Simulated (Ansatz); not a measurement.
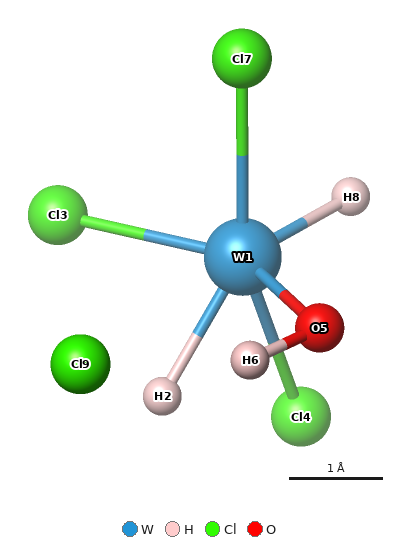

Figure 1. The structure as given in the input (ball-and-stick view, seen at an oblique angle; atoms are numbered from 1 in the order of the input). Sticks mark near contacts. Bond lengths as drawn: Cl–W 2.30 to 2.40 Å, H–O 1.07 Å, H–W 1.70 to 1.74 Å and O–W 1.82 Å.

**Geometry relaxation, with input and output: WH$_{3}$Cl$_{4}$O (part 1 of 2)**

WH$_{3}$Cl$_{4}$O, multiplicity 2, computed with UKS PBE/def2-SVP (Ansatz 0.2.0).

It belongs to a series of runs on one base structure; here: end point A relaxed. Figures and captions count atoms from 1; the log counts them from 0 in places.

### What the program printed
```
The last accepted step is kept in [file] (removed where the run ends without a failure and the disk answers)
Engine: ansatz 0.2.0, aarch64-unknown-linux-gnu
Functional definition: PBE
  parameter kappa = 0.804
  parameter beta = 0.06672455060314922
  exchange = pbe_x(kappa = kappa, mu = beta*pi^2/3)
  correlation = pbe_c(beta = beta)
1404 factors; their error is unknown
mean field evaluation 1: about -53969.2168 eV, gradient 4.2e1 eV
mean field evaluation 2: about -53735.8841 eV, gradient 2.0e2 eV
mean field evaluation 4: about -53921.8648 eV, gradient 9.0e1 eV
mean field evaluation 8: about -53976.2434 eV, gradient 3.4e0 eV
mean field evaluation 16: about -53976.2517 eV, gradient 4.1e-2 eV
mean field evaluation 32: about -53974.9828 eV, gradient 9.8e0 eV
mean field -53976.25173159 eV, -1983.5906647184 hartree, gradient 4.9e-5 eV, S^2 0.751359; 6 other end points of the search recorded, 0 dependent functions left out
the calculation of the forces begins
reference -53976.25179885 eV, -1983.5906671902 hartree; 47, 46 occupied and 86, 87 virtual orbitals, 1404 factors
relax step   1: F+E_penalty+E_count = -53976.25173159 eV  Δ(F+E_penalty+E_count) = +0.000e0 eV  max|allowed force component| = 7.213e-1 eV/Å  Δτ_max = 0.0000 Å  (139 SCF iters, accepted)
these checks for a lower state are left out or cut short: starts, cluster_reference, orbital_swaps, neighbouring_geometries, increment
1404 factors; their error is unknown
mean field -53976.42144754 eV, -1983.5969016645 hartree, gradient 2.1e-5 eV, S^2 0.751552; 0 other end points of the search recorded, 0 dependent functions left out
[... from here on the field's lines of each further geometry are left out, up to the last ...]
relax step   2: F+E_penalty+E_count = -53976.42144754 eV  Δ(F+E_penalty+E_count) = -1.697e-1 eV  max|allowed force component| = 3.627e-1 eV/Å  Δτ_max = 0.1975 Å  (45 SCF iters, accepted)
relax step   3: F+E_penalty+E_count = -53976.63458801 eV  Δ(F+E_penalty+E_count) = -2.131e-1 eV  max|allowed force component| = 1.068e0 eV/Å  Δτ_max = 0.1959 Å  (45 SCF iters, accepted)
relax step   4: F+E_penalty+E_count = -53977.00222118 eV  Δ(F+E_penalty+E_count) = -3.676e-1 eV  max|allowed force component| = 1.341e0 eV/Å  Δτ_max = 0.1966 Å  (44 SCF iters, accepted)
relax step   5: F+E_penalty+E_count = -53977.39249761 eV  Δ(F+E_penalty+E_count) = -3.903e-1 eV  max|allowed force component| = 1.444e0 eV/Å  Δτ_max = 0.1836 Å  (43 SCF iters, accepted)
relax step   6: F+E_penalty+E_count = -53977.19317388 eV  Δ(F+E_penalty+E_count) = +1.993e-1 eV  max|allowed force component| = 5.758e0 eV/Å  Δτ_max = 0.1949 Å  (43 SCF iters, rejected (line search))
relax step   7: F+E_penalty+E_count = -53977.62030464 eV  Δ(F+E_penalty+E_count) = -2.278e-1 eV  max|allowed force component| = 1.086e0 eV/Å  Δτ_max = 0.0938 Å  (42 SCF iters, accepted)
relax step   8: F+E_penalty+E_count = -53977.72642644 eV  Δ(F+E_penalty+E_count) = -1.061e-1 eV  max|allowed force component| = 6.231e-1 eV/Å  Δτ_max = 0.0974 Å  (42 SCF iters, accepted)
relax step   9: F+E_penalty+E_count = -53977.83210869 eV  Δ(F+E_penalty+E_count) = -1.057e-1 eV  max|allowed force component| = 3.831e-1 eV/Å  Δτ_max = 0.1465 Å  (37 SCF iters, accepted)
relax step  10: F+E_penalty+E_count = -53977.92233494 eV  Δ(F+E_penalty+E_count) = -9.023e-2 eV  max|allowed force component| = 1.790e-1 eV/Å  Δτ_max = 0.1950 Å  (42 SCF iters, accepted)
relax step  11: F+E_penalty+E_count = -53977.97752683 eV  Δ(F+E_penalty+E_count) = -5.519e-2 eV  max|allowed force component| = 2.014e-1 eV/Å  Δτ_max = 0.2000 Å  (42 SCF iters, accepted)
relax step  12: F+E_penalty+E_count = -53978.03843114 eV  Δ(F+E_penalty+E_count) = -6.090e-2 eV  max|allowed force component| = 3.103e-1 eV/Å  Δτ_max = 0.1999 Å  (43 SCF iters, accepted)
relax step  13: F+E_penalty+E_count = -53978.06980734 eV  Δ(F+E_penalty+E_count) = -3.138e-2 eV  max|allowed force component| = 2.957e-1 eV/Å  Δτ_max = 0.1915 Å  (42 SCF iters, accepted)
relax step  14: F+E_penalty+E_count = -53978.09647884 eV  Δ(F+E_penalty+E_count) = -2.667e-2 eV  max|allowed force component| = 4.567e-1 eV/Å  Δτ_max = 0.1943 Å  (44 SCF iters, accepted)
relax step  15: F+E_penalty+E_count = -53978.12736731 eV  Δ(F+E_penalty+E_count) = -3.089e-2 eV  max|allowed force component| = 3.372e-1 eV/Å  Δτ_max = 0.1923 Å  (45 SCF iters, accepted)
relax step  16: F+E_penalty+E_count = -53978.11772807 eV  Δ(F+E_penalty+E_count) = +9.639e-3 eV  max|allowed force component| = 5.464e-1 eV/Å  Δτ_max = 0.2000 Å  (43 SCF iters, rejected (line search))
relax step  17: F+E_penalty+E_count = -53978.14427904 eV  Δ(F+E_penalty+E_count) = -1.691e-2 eV  max|allowed force component| = 8.100e-2 eV/Å  Δτ_max = 0.0960 Å  (42 SCF iters, accepted)
relax step  18: F+E_penalty+E_count = -53978.14958359 eV  Δ(F+E_penalty+E_count) = -5.305e-3 eV  max|allowed force component| = 8.521e-2 eV/Å  Δτ_max = 0.1000 Å  (37 SCF iters, accepted)
relax step  19: F+E_penalty+E_count = -53978.15219679 eV  Δ(F+E_penalty+E_count) = -2.613e-3 eV  max|allowed force component| = 1.557e-1 eV/Å  Δτ_max = 0.0835 Å  (39 SCF iters, accepted)
relax step  20: F+E_penalty+E_count = -53978.15383106 eV  Δ(F+E_penalty+E_count) = -1.634e-3 eV  max|allowed force component| = 1.483e-1 eV/Å  Δτ_max = 0.0432 Å  (38 SCF iters, accepted)
relax step  21: F+E_penalty+E_count = -53978.15533578 eV  Δ(F+E_penalty+E_count) = -1.505e-3 eV  max|allowed force component| = 1.181e-1 eV/Å  Δτ_max = 0.0230 Å  (36 SCF iters, accepted)
relax step  22: F+E_penalty+E_count = -53978.15747357 eV  Δ(F+E_penalty+E_count) = -2.138e-3 eV  max|allowed force component| = 7.401e-2 eV/Å  Δτ_max = 0.0689 Å  (40 SCF iters, accepted)
relax step  23: F+E_penalty+E_count = -53978.15819435 eV  Δ(F+E_penalty+E_count) = -7.208e-4 eV  max|allowed force component| = 4.184e-2 eV/Å  Δτ_max = 0.0516 Å  (41 SCF iters, accepted)
the calculation of the forces begins
reference -53978.15837462 eV, -1983.6607325575 hartree; 47, 46 occupied and 86, 87 virtual orbitals, 1404 factors
relax step  24: F+E_penalty+E_count = -53978.15831059 eV  Δ(F+E_penalty+E_count) = -1.162e-4 eV  max|allowed force component| = 1.789e-2 eV/Å  Δτ_max = 0.0253 Å  (35 SCF iters, accepted)
1404 factors; their error is unknown
mean field evaluation 256: about -53978.1583 eV, gradient 1.7e-2 eV
```

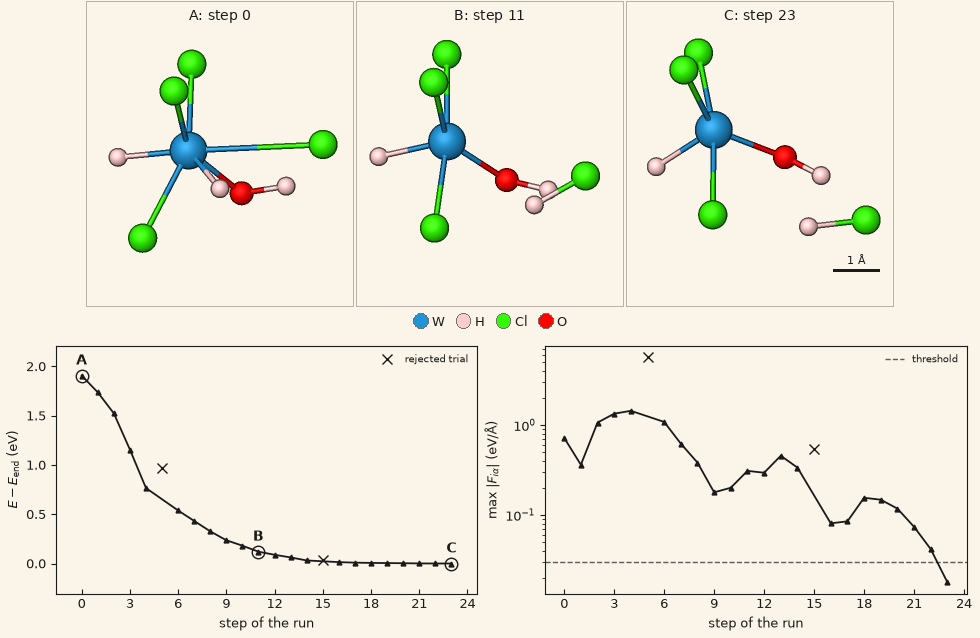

Figure 2. Frames of the relaxation (ball-and-stick view, seen at a tilt) above the curves, on which the letters mark them (the first geometry is step 0 here and step 1 in the log).

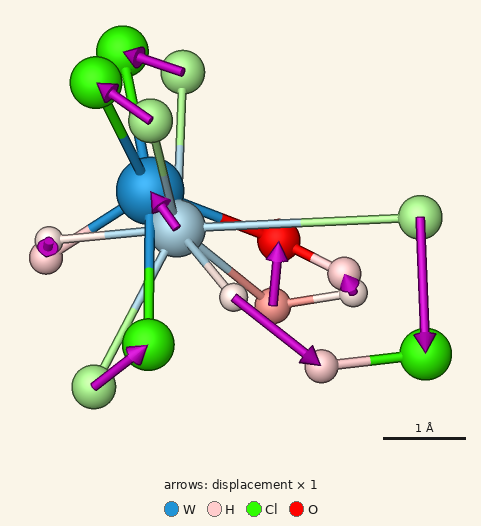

Figure 3. Start (faint) and end (solid) with the displacements as pink arrows, at true length (ball-and-stick view, seen at a tilt). The two geometries are laid on each other by the best rigid fit. The largest move after the best rigid fit is that of Cl9, 1.71 Å. Largest moves by element: Cl 1.71 Å, H 1.37 Å, O 0.81 Å, W 0.59 Å. Among the contacts that change: W1–H2 1.741 → 3.423 Å, H2–Cl9 2.555 → 1.337 Å, W1–Cl9 3.065 → 4.115 Å, O5–H6 1.070 → 1.009 Å. New bonds form: H2–Cl9 (2.56 → 1.34 Å). Bonds break: W1–H2 (1.74 → 3.42 Å). Among the angles that change: W1–O5–H6 108.2° → 129.4°, Cl4–W1–Cl7 155.6° → 170.5°, Cl4–W1–H8 72.4° → 84.2°. After 23 geometry steps the energy has fallen by 1.907 eV. Largest force component: 0.72 eV/Å at the start, 0.018 eV/Å at the end. The line search rejected the trial steps at points 5, 15 (counted from 0) and went back. (Atoms are counted from 1 in the order of the input.)

```
mean field -53978.15831059 eV, -1983.6607302045 hartree, gradient 2.0e-5 eV, S^2 0.754375; 5 other end points of the search recorded, 0 dependent functions left out
the calculation of the forces begins
reference -53978.15837462 eV, -1983.6607325575 hartree; 47, 46 occupied and 86, 87 virtual orbitals, 1404 factors
Total energy: -53978.15837462 eV, -1983.6607325575 hartree
Atom 0 at     0.145152    -0.502916    -0.318387 Å, force    -0.016723    -0.005049    -0.015790 eV/Å
Atom 1 at    -0.421951     1.616089     2.309058 Å, force    -0.013870    -0.007001     0.012766 eV/Å
Atom 2 at     2.410317    -0.747245    -0.138879 Å, force     0.001293    -0.010562    -0.004113 eV/Å
Atom 3 at     0.411105     1.797050     0.349699 Å, force    -0.002884     0.003044     0.006133 eV/Å
Atom 4 at    -1.319037    -0.641533     0.771415 Å, force     0.002760     0.006519     0.017644 eV/Å
Atom 5 at    -1.466813    -0.265451     1.695827 Å, force    -0.000581    -0.005423    -0.017891 eV/Å
Atom 6 at    -0.089768    -2.577825    -1.319688 Å, force     0.010452     0.012302     0.009455 eV/Å
Atom 7 at    -0.356209     0.160730    -1.790542 Å, force     0.003852    -0.001381     0.009679 eV/Å
Atom 8 at    -1.139897     1.034803     3.275197 Å, force     0.015701     0.007552    -0.017883 eV/Å
Dipole moment:    -0.107021     0.048316     0.250396 e Å
```

### Trajectory as extended XYZ (Å, eV, eV/Å), 24 frames, from step=1 to step=24
```
9
Properties=species:S:1:pos:R:3:forces:R:3 step=1 energy=-53976.25173
W    -0.0551   -0.1066    0.0598   -0.0468  -0.4167  -0.3606
H     0.2164    1.1259    1.2591   -0.0376   0.1402   0.7213
Cl    2.1746   -0.1849    0.6386   -0.0071  -0.0042   0.0026
Cl   -0.0093    2.2299   -0.4691   -0.0072  -0.0050  -0.0072
O    -1.7789   -0.0959    0.6325   -0.0579   0.0218   0.0645
H    -1.7797   -0.2482    1.6913   -0.0292  -0.0154  -0.0591
Cl    0.0044   -2.3729   -0.3998    0.0028  -0.0014  -0.0040
H    -0.0190    0.0376   -1.6310    0.0088  -0.0080  -0.0014
Cl   -0.5805   -0.5112    3.0522    0.1742   0.2887  -0.3561
9
Properties=species:S:1:pos:R:3:forces:R:3 step=2 energy=-53976.42145
W    -0.0625   -0.1319    0.0601    0.3021   0.2036  -0.2147
H     0.1693    1.0704    1.3934   -0.1670  -0.3120   0.3454
Cl    2.1674   -0.1923    0.6403   -0.0243  -0.0102  -0.0066
Cl   -0.0164    2.2097   -0.4264    0.0297  -0.0248   0.0387
O    -1.7945   -0.0944    0.6076   -0.3034  -0.1762   0.2071
H    -1.7954   -0.2397    1.6650   -0.1283   0.1126  -0.3627
Cl    0.0056   -2.3933   -0.4089   -0.0475   0.0089  -0.0096
H    -0.0166    0.0331   -1.6292    0.0111  -0.0707  -0.0301
Cl   -0.4841   -0.3879    2.9319    0.3276   0.2688   0.0326
9
Properties=species:S:1:pos:R:3:forces:R:3 step=3 energy=-53976.63459
W    -0.0654   -0.1308    0.0457    0.6267   0.1819  -0.7656
H     0.1004    0.9631    1.5421   -0.1957  -0.4810   0.5086
Cl    2.1618   -0.1900    0.6353   -0.0682   0.0170  -0.0148
Cl   -0.0117    2.2145   -0.3977    0.0133  -0.1371   0.0753
O    -1.8098   -0.1279    0.5686   -0.4033  -0.0641   1.0678
H    -1.8127   -0.2032    1.6312   -0.2761   0.0581  -0.9941
Cl   -0.0040   -2.3907   -0.4227   -0.0032  -0.0883  -0.0021
H    -0.0102    0.0047   -1.6467   -0.0020   0.0242  -0.0016
Cl   -0.3755   -0.2661    2.8778    0.3083   0.4895   0.1265
9
Properties=species:S:1:pos:R:3:forces:R:3 step=4 energy=-53977.00222
W    -0.0611   -0.1283    0.0054    0.4915  -0.2021  -1.2946
H     0.0406    0.8250    1.6685   -0.1196  -0.3649   1.1337
Cl    2.1565   -0.1806    0.6207   -0.0817   0.0364  -0.0432
Cl   -0.0023    2.2152   -0.3757    0.0129  -0.0860   0.1470
O    -1.8164   -0.1509    0.5468   -0.1776   0.0457   1.3409
H    -1.8385   -0.1774    1.5888   -0.4103  -0.0279  -1.1729
Cl   -0.0064   -2.3968   -0.4307    0.0447  -0.1726  -0.0012
H    -0.0096    0.0006   -1.6836   -0.0255   0.0592   0.0242
Cl   -0.2899   -0.1332    2.8935    0.2657   0.7123  -0.1338
9
Properties=species:S:1:pos:R:3:forces:R:3 step=5 energy=-53977.39250
W    -0.0561   -0.1690   -0.0624    0.1710  -0.0897  -1.0413
H     0.0407    0.7941    1.8007   -0.1889  -0.5106   1.4436
Cl    2.1614   -0.1726    0.5406   -0.1052  -0.0549   0.0217
Cl    0.0282    2.1907   -0.2914   -0.0012   0.0084   0.1352
O    -1.8179   -0.1626    0.5130    0.2534  -0.1027   0.6778
H    -1.9006   -0.1713    1.5144   -0.3753  -0.0131  -0.4201
Cl    0.0279   -2.4541   -0.4455    0.0021  -0.0414  -0.0022
H    -0.0456    0.0129   -1.7470   -0.0183  -0.0330   0.1173
Cl   -0.2650    0.0054    3.0113    0.2624   0.8371  -0.9321
9
Properties=species:S:1:pos:R:3:forces:R:3 step=6 energy=-53977.19317 accepted=F
W    -0.0507   -0.1837   -0.1254   -0.2328   0.0174  -0.9637
H     0.0152    0.7263    1.9817    1.3397   3.5342  -4.8118
Cl    2.1519   -0.1810    0.5198   -0.0898  -0.0501  -0.0191
Cl    0.0381    2.1868   -0.2453   -0.0053  -0.1305   0.1253
O    -1.8106   -0.1891    0.5031    0.6182  -0.0551  -0.2672
H    -1.9409   -0.1659    1.4738   -0.4097  -0.0269   0.2655
Cl    0.0343   -2.4800   -0.4535    0.0235  -0.0917  -0.0373
H    -0.0610    0.0064   -1.7956   -0.0219  -0.0996  -0.0492
Cl   -0.2033    0.1539    2.9752   -1.2220  -3.0978   5.7575
9
Properties=species:S:1:pos:R:3:forces:R:3 step=7 energy=-53977.62030
W    -0.0518   -0.1786   -0.1275   -0.1383  -0.0965  -0.3258
H     0.0452    0.8007    1.8942   -0.0858  -0.1880   1.0862
Cl    2.1474   -0.1855    0.5332   -0.0967  -0.0400  -0.0629
Cl    0.0302    2.1903   -0.2622    0.0172  -0.0497   0.1196
O    -1.8000   -0.1797    0.5144    0.4315  -0.0776  -0.0023
H    -1.9230   -0.1769    1.4977   -0.2679  -0.0258  -0.0715
Cl    0.0319   -2.4739   -0.4572    0.0138  -0.0441  -0.0584
H    -0.0540    0.0085   -1.7921   -0.0449  -0.0312  -0.1747
Cl   -0.2530    0.0689    3.0332    0.1711   0.5528  -0.5101
```
